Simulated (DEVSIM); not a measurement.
Structure: Si/Ge p-n heterojunction, at 300 K.

| layer (left to right) | material | thickness (μm) | Nd (cm⁻³) | Na (cm⁻³) | τn (s) | τp (s) |
|---|---|---|---|---|---|---|
| 1 | Si | 0.550 | - | 1.4e16 | 3.6e-6 | 3.6e-6 |
| 2 | Ge | 0.260 | 6.6e15 | - | 3.6e-6 | 3.6e-6 |

Left contact: ohmic. Right contact: ohmic. Voltage is applied to the left contact. Recombination: SRH at mid-gap, Auger. Mobility is constant in doping.

The device is made up for the run: typed textbook-type constants, with dimensions and the other settings drawn at random. Values at 300 K.

| parameter | Si | Ge |
|---|---|---|
| gap (eV) | 1.124 | 0.664 |
| affinity (eV) | 4.05 | 4 |
| permittivity | 11.7 | 16 |
| Nc (cm⁻³) | 2.86e19 | 1.04e19 |
| Nv (cm⁻³) | 3.1e19 | 6e18 |
| μn (cm²/Vs) | 1417 | 3900 |
| μp (cm²/Vs) | 470 | 1900 |
| Cn (cm⁶/s) | 2.8e-31 | 1e-31 |
| Cp (cm⁶/s) | 9.9e-32 | 1e-31 |

Simulated with DEVSIM: 1D drift-diffusion, Boltzmann statistics, complete ionisation; no tunnelling, impact ionisation, image-force lowering or self-heating. Band offsets follow the typed affinities; no thermionic-emission limit at abrupt steps, no polarisation charge.

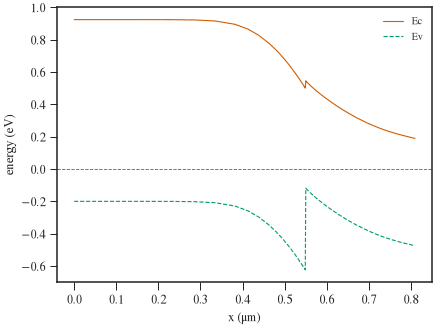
Fig. 1. Band edges at zero bias

Energies count from the Fermi level of the right contact; mesh points crowd at the junctions.

```json
[
 {"x (μm)": "0.000", "Ec (eV)": "0.925", "Ev (eV)": "-0.199", "n (cm⁻³)": "8300", "p (cm⁻³)": "1.4e16", "field (V/cm)": "≈ 0"},
 {"x (μm)": "0.004397", "Ec (eV)": "0.925", "Ev (eV)": "-0.199", "n (cm⁻³)": "8300", "p (cm⁻³)": "1.4e16", "field (V/cm)": "≈ 0"},
 {"x (μm)": "0.01275", "Ec (eV)": "0.925", "Ev (eV)": "-0.199", "n (cm⁻³)": "8300", "p (cm⁻³)": "1.4e16", "field (V/cm)": "≈ 0"},
 {"x (μm)": "0.02861", "Ec (eV)": "0.925", "Ev (eV)": "-0.199", "n (cm⁻³)": "8300", "p (cm⁻³)": "1.4e16", "field (V/cm)": "≈ 0"},
 {"x (μm)": "0.07604", "Ec (eV)": "0.925", "Ev (eV)": "-0.199", "n (cm⁻³)": "8300", "p (cm⁻³)": "1.4e16", "field (V/cm)": "≈ 0"},
 {"x (μm)": "0.1488", "Ec (eV)": "0.925", "Ev (eV)": "-0.199", "n (cm⁻³)": "8300", "p (cm⁻³)": "1.4e16", "field (V/cm)": "-12"},
 {"x (μm)": "0.2860", "Ec (eV)": "0.923", "Ev (eV)": "-0.201", "n (cm⁻³)": "9000", "p (cm⁻³)": "1.3e16", "field (V/cm)": "-620"},
 {"x (μm)": "0.4390", "Ec (eV)": "0.827", "Ev (eV)": "-0.297", "n (cm⁻³)": "360000", "p (cm⁻³)": "3.2e14", "field (V/cm)": "-18000"},
 {"x (μm)": "0.4939", "Ec (eV)": "0.698", "Ev (eV)": "-0.426", "n (cm⁻³)": "5.5e7", "p (cm⁻³)": "2.1e12", "field (V/cm)": "-30000"},
 {"x (μm)": "0.5240", "Ec (eV)": "0.599", "Ev (eV)": "-0.525", "n (cm⁻³)": "2.5e9", "p (cm⁻³)": "4.6e10", "field (V/cm)": "-36000"},
 {"x (μm)": "0.5386", "Ec (eV)": "0.544", "Ev (eV)": "-0.580", "n (cm⁻³)": "2.1e10", "p (cm⁻³)": "5.5e9", "field (V/cm)": "-39000"},
 {"x (μm)": "0.5479", "Ec (eV)": "0.506", "Ev (eV)": "-0.618", "n (cm⁻³)": "8.9e10", "p (cm⁻³)": "1.3e9", "field (V/cm)": "-41000"},
 {"x (μm)": "0.5516", "Ec (eV)": "0.543", "Ev (eV)": "-0.121", "n (cm⁻³)": "7.8e9", "p (cm⁻³)": "5.6e16", "field (V/cm)": "-29000"},
 {"x (μm)": "0.5573", "Ec (eV)": "0.527", "Ev (eV)": "-0.137", "n (cm⁻³)": "1.4e10", "p (cm⁻³)": "3.0e16", "field (V/cm)": "-26000"},
 {"x (μm)": "0.5743", "Ec (eV)": "0.487", "Ev (eV)": "-0.177", "n (cm⁻³)": "6.8e10", "p (cm⁻³)": "6.5e15", "field (V/cm)": "-22000"},
 {"x (μm)": "0.5998", "Ec (eV)": "0.435", "Ev (eV)": "-0.229", "n (cm⁻³)": "5.1e11", "p (cm⁻³)": "8.5e14", "field (V/cm)": "-19000"},
 {"x (μm)": "0.6478", "Ec (eV)": "0.352", "Ev (eV)": "-0.312", "n (cm⁻³)": "1.3e13", "p (cm⁻³)": "3.4e13", "field (V/cm)": "-16000"},
 {"x (μm)": "0.7202", "Ec (eV)": "0.259", "Ev (eV)": "-0.405", "n (cm⁻³)": "4.6e14", "p (cm⁻³)": "9.5e11", "field (V/cm)": "-10000"},
 {"x (μm)": "0.7734", "Ec (eV)": "0.214", "Ev (eV)": "-0.450", "n (cm⁻³)": "2.7e15", "p (cm⁻³)": "1.6e11", "field (V/cm)": "-7000"},
 {"x (μm)": "0.7928", "Ec (eV)": "0.201", "Ev (eV)": "-0.463", "n (cm⁻³)": "4.4e15", "p (cm⁻³)": "1.0e11", "field (V/cm)": "-6300"},
 {"x (μm)": "0.8036", "Ec (eV)": "0.194", "Ev (eV)": "-0.470", "n (cm⁻³)": "5.7e15", "p (cm⁻³)": "7.7e10", "field (V/cm)": "-6100"},
 {"x (μm)": "0.8100", "Ec (eV)": "0.190", "Ev (eV)": "-0.474", "n (cm⁻³)": "6.6e15", "p (cm⁻³)": "6.6e10", "field (V/cm)": "-6100"}
]
```
